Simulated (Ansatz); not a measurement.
# C2H3ClSi: two geometries relaxed

Aim: relax the geometries before and after the shift of H6 from Si3 to C2, and see whether they are two minima and how far apart in energy. SMILES of the start: C#C[SiH2]Cl.

Program: Ansatz 0.2.0. Level of theory: RKS B3LYP-D4/cc-pVDZ. These are calculated values, not measurements.

## (1) The structure to begin with

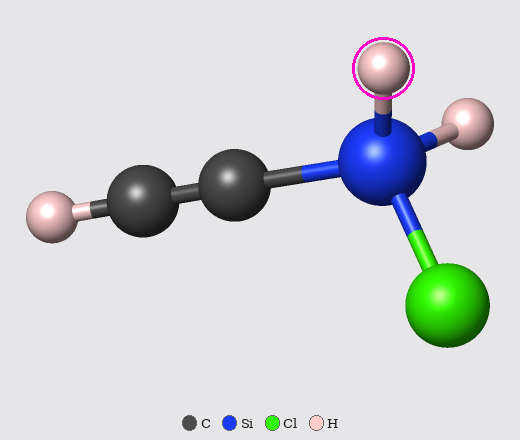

Start, viewed from a chosen angle; carbon dark grey, silicon blue, chlorine green, hydrogen pink. Ringed: H6.

Structure file:

```xyz
7

C    -0.4866    0.4683   -1.8781
C    -0.1801    0.2322   -0.7785
Si    0.3436   -0.1991    0.9389
Cl   -0.9537   -1.4010    1.8201
H    -0.8552    0.7503   -2.8942
H     0.5062    1.0263    1.8013
H     1.6871   -0.9450    0.9450
```

## (2) Relaxing end A

input.yaml

```yaml
crystal:
  periodic: [false, false, false]
  atoms:
    - { symbol: C, position_ang: [-0.4866, 0.4683, -1.8781] }
    - { symbol: C, position_ang: [-0.1801, 0.2322, -0.7785] }
    - { symbol: Si, position_ang: [0.3436, -0.1991, 0.9389] }
    - { symbol: Cl, position_ang: [-0.9537, -1.401, 1.8201] }
    - { symbol: H, position_ang: [-0.8552, 0.7503, -2.8942] }
    - { symbol: H, position_ang: [0.5062, 1.0263, 1.8013] }
    - { symbol: H, position_ang: [1.6871, -0.945, 0.945] }
basis:
  gaussian: { orbitals: cc-pVDZ }
hamiltonian:
  xc: b3lyp
  dispersion: d4
relax:
  f_tol: 0.02
  max_steps: 50
```

On the command line:

```
> ansatz run input.yaml --threads 1 --pin off --max-ram 2048MiB --backend cpu --events-out ev --progress --plain --runs-dir out
```

The program printed (excerpt; [...] marks lines left out):

```text
Warning: RAYON_NUM_THREADS=1 ignored (pool sized by the plan → 1); use --threads N
[...]
Functional definition: B3LYP
[...]
870 factors; integrals over basis functions are off by at most 3.2e-4 eV
[...]
mean field -22523.22543161 eV, -827.7132678212 hartree, gradient 1.7e-5 eV, S^2 0.000000; 0 other end points of the search recorded, 0 dependent functions left out
[...]
reference -22523.22567558 eV, -827.7132767870 hartree; 23, 23 occupied and 56, 56 virtual orbitals, 870 factors
relax step   1: F+E_penalty+E_count = -22523.47774830 eV  Δ(F+E_penalty+E_count) = +0.000e0 eV  max|allowed force component| = 7.322e0 eV/Å  Δτ_max = 0.0000 Å  (25 SCF iters, accepted)
[...]
relax step   4: F+E_penalty+E_count = -22523.85932232 eV  Δ(F+E_penalty+E_count) = -1.691e-3 eV  max|allowed force component| = 9.591e-2 eV/Å  Δτ_max = 0.0062 Å  (23 SCF iters, accepted)
[...]
relax step   5: F+E_penalty+E_count = -22523.86185529 eV  Δ(F+E_penalty+E_count) = -2.533e-3 eV  max|allowed force component| = 3.856e-3 eV/Å  Δτ_max = 0.0211 Å  (29 SCF iters, accepted)
870 factors; integrals over basis functions are off by at most 3.0e-4 eV
mean field -22523.61267102 eV, -827.7274986069 hartree, gradient 2.5e-5 eV, S^2 0.000000; 1 other end points of the search recorded, 0 dependent functions left out
[...]
reference -22523.61291512 eV, -827.7275075773 hartree; 23, 23 occupied and 56, 56 virtual orbitals, 870 factors
Total energy: -22523.86209939 eV, -827.7366649305 hartree
Atom 0 at    -0.510780     0.495495    -1.881862 Å, force    -0.002287     0.002595    -0.002573 eV/Å
Atom 1 at    -0.158572     0.215091    -0.750016 Å, force     0.001254    -0.000960     0.000531 eV/Å
Atom 2 at     0.393572    -0.193716     0.947463 Å, force    -0.001846    -0.000187    -0.002706 eV/Å
Atom 3 at    -1.019748    -1.446136     1.857036 Å, force    -0.001031     0.000059    -0.001432 eV/Å
Atom 4 at    -0.825340     0.740970    -2.879115 Å, force     0.000704    -0.002224     0.003856 eV/Å
Atom 5 at     0.494993     1.046366     1.762401 Å, force     0.001206     0.000689     0.000645 eV/Å
Atom 6 at     1.687175    -0.926070     0.898593 Å, force     0.001999     0.000028     0.001678 eV/Å
Dipole moment:     0.168279     0.219049    -0.268426 e Å
```

Wall time 21 s (1 thread of Arm Neoverse V1, shared host); peak memory 0.15 GiB.

Step by step:

| step | energy from step 1 (eV) | largest force component (eV/Å) |
| --- | --- | --- |
| 1 | 0.0000 | 7.3222 |
| 2 | -0.3650 | 0.3116 |
| 3 | -0.3799 | 0.2829 |
| 4 | -0.3816 | 0.0959 |
| 5 | -0.3841 | 0.0039 |

Step 1 is the start.

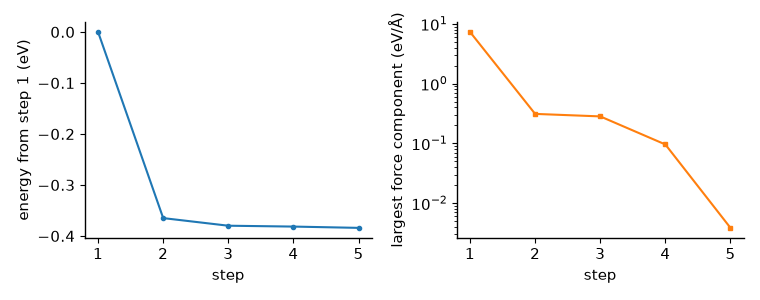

How energy and force went from step to step.

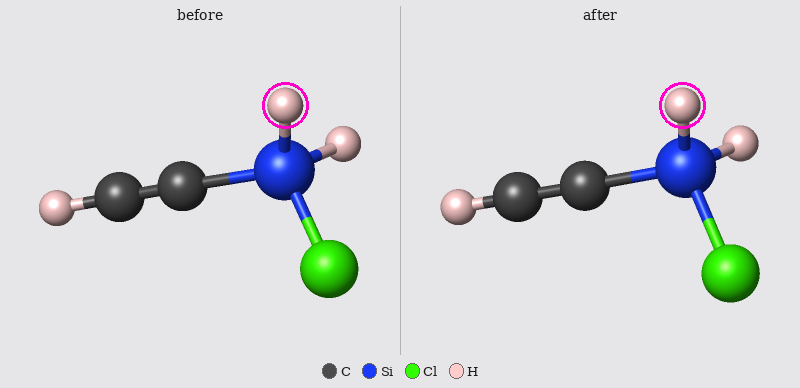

Before and after, at one scale.

After: Bond lengths: C1–C2 1.218 Å, C2–Si3 1.831 Å, Si3–Cl4 2.096 Å, C1–H5 1.074 Å, Si3–H6 1.487 Å, Si3–H7 1.487 Å. Angles: C1–C2–Si3 179.2°, C2–C1–H5 179.8°, C2–Si3–Cl4 109.4°, C2–Si3–H6 110.0°, C2–Si3–H7 110.0°, Cl4–Si3–H6 107.8°, Cl4–Si3–H7 107.8°, H6–Si3–H7 111.7°.

## (3) End point B

The second end starts from a geometry with the move made by hand.

input.yaml, as its differences from that of step 2:

```diff
@@ -8,3 +8,3 @@
     - { symbol: H, position_ang: [-0.8552, 0.7503, -2.8942] }
-    - { symbol: H, position_ang: [0.5062, 1.0263, 1.8013] }
+    - { symbol: H, position_ang: [-0.51835, 1.01734, -0.10231] }
     - { symbol: H, position_ang: [1.6871, -0.945, 0.945] }
@@ -18 +18,3 @@
   max_steps: 50
+output:
+  orbitals: {}
```

On the command line:

```
> ansatz run input.yaml --threads 1 --pin off --max-ram 2048MiB --backend cpu --events-out ev --progress --plain --runs-dir out
```

The program printed (excerpt; [...] marks lines left out):

```text
Warning: RAYON_NUM_THREADS=1 ignored (pool sized by the plan → 1); use --threads N
[...]
[... 1 set-up line as earlier in the session ...]
[...]
868 factors; integrals over basis functions are off by at most 3.4e-4 eV
[...]
mean field -22519.21339818 eV, -827.5658283122 hartree, gradient 4.6e-5 eV, S^2 0.000000; 0 other end points of the search recorded, 0 dependent functions left out
[...]
reference -22519.21362525 eV, -827.5658366566 hartree; 23, 23 occupied and 56, 56 virtual orbitals, 868 factors
relax step   1: F+E_penalty+E_count = -22519.48557666 eV  Δ(F+E_penalty+E_count) = +0.000e0 eV  max|allowed force component| = 1.055e1 eV/Å  Δτ_max = 0.0000 Å  (28 SCF iters, accepted)
[...]
relax step   4: F+E_penalty+E_count = -22520.93746877 eV  Δ(F+E_penalty+E_count) = -1.896e-1 eV  max|allowed force component| = 1.098e0 eV/Å  Δτ_max = 0.1133 Å  (32 SCF iters, accepted)
[...]
mean field -22523.61263096 eV, -827.7274971347 hartree, gradient 2.0e-5 eV, S^2 0.000000; 1 other end points of the search recorded, 0 dependent functions left out
[...]
reference -22523.61287177 eV, -827.7275059842 hartree; 23, 23 occupied and 56, 56 virtual orbitals, 868 factors
Total energy: -22523.86210378 eV, -827.7366650920 hartree
Atom 0 at    -0.615867     0.282927    -2.208859 Å, force     0.000039     0.000702    -0.002200 eV/Å
Atom 1 at    -0.288994     0.135672    -1.044744 Å, force    -0.000923    -0.001477     0.002592 eV/Å
Atom 2 at     0.217309    -0.073417     0.702574 Å, force     0.001407     0.000837     0.000963 eV/Å
Atom 3 at    -1.087784    -1.413389     1.648512 Å, force     0.000060     0.000305    -0.000641 eV/Å
Atom 4 at    -0.907468     0.409906    -3.234706 Å, force     0.000263     0.000107     0.000533 eV/Å
Atom 5 at     0.131467     1.228245     1.417362 Å, force    -0.000033    -0.000890    -0.000958 eV/Å
Atom 6 at     1.588086    -0.646904     0.770750 Å, force    -0.000813     0.000415    -0.000289 eV/Å
Dipole moment:     0.154830     0.216039    -0.277850 e Å
```

It took 54 s on 1 thread of Arm Neoverse V1, shared host; peak memory 0.15 GiB.

The steps of the relaxation:

| step | energy from step 1 (eV) | largest force component (eV/Å) |
| --- | --- | --- |
| 1 | 0.0000 | 10.5516 |
| 2 | -1.0979 | 1.8133 |
| 3 | -1.2623 | 2.0261 |
| 4 | -1.4519 | 1.0976 |
| 5 | -1.8994 | 2.4234 |
| 6 | -2.7122 | 3.2570 |
| 7 | -3.4582 | 2.4207 |
| 8 | -3.9631 | 0.9569 |
| 9 | -4.1941 | 0.5045 |
| 10 | -4.3123 | 0.5114 |
| 11 | -4.3711 | 0.1159 |
| 12 | -4.3715 | 0.8685 |
| 13 | -4.3763 | 0.0250 |
| 14 | -4.3763 | 0.0026 |

Step 1 is the start.

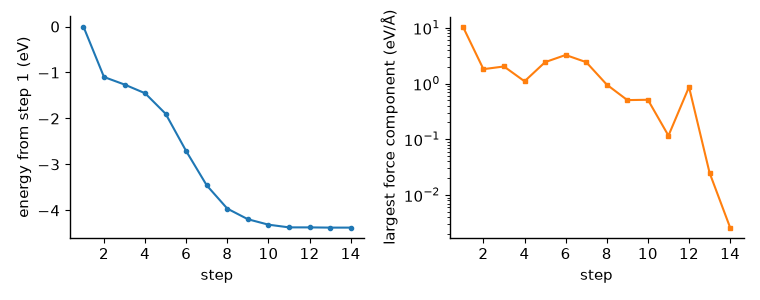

How energy and force went from step to step.

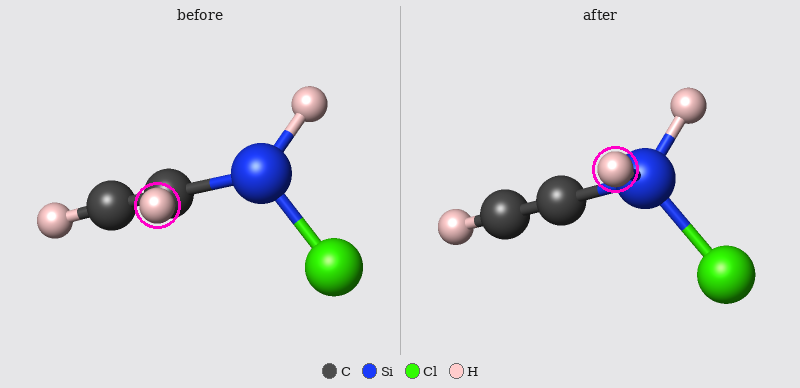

The structure before (left) and after (right), drawn at the same scale.

After: Bond lengths: C1–C2 1.218 Å, C2–Si3 1.831 Å, Si3–Cl4 2.096 Å, C1–H5 1.074 Å, Si3–H6 1.487 Å, Si3–H7 1.487 Å. Angles: C1–C2–Si3 179.4°, C2–C1–H5 179.8°, C2–Si3–Cl4 109.4°, C2–Si3–H6 110.0°, C2–Si3–H7 110.0°, Cl4–Si3–H6 107.9°, Cl4–Si3–H7 107.9°, H6–Si3–H7 111.6°.

Pairs that crossed the distance rule for bonds on the way: came closer Si3–H6; moved apart C2–H6.

## (4) Summary of results

| quantity | value |
| --- | --- |
| end A | 4 moves, 0.384 eV lower |
| end B | 13 moves, 4.376 eV lower |
| largest difference between the ends | 0.00 Å |
| end B relative to end A | -0.000 eV |

**Reading.** The two relaxations end at one structure, within 0.00 Å: no second minimum was found from this start, which doesn't rule one out.
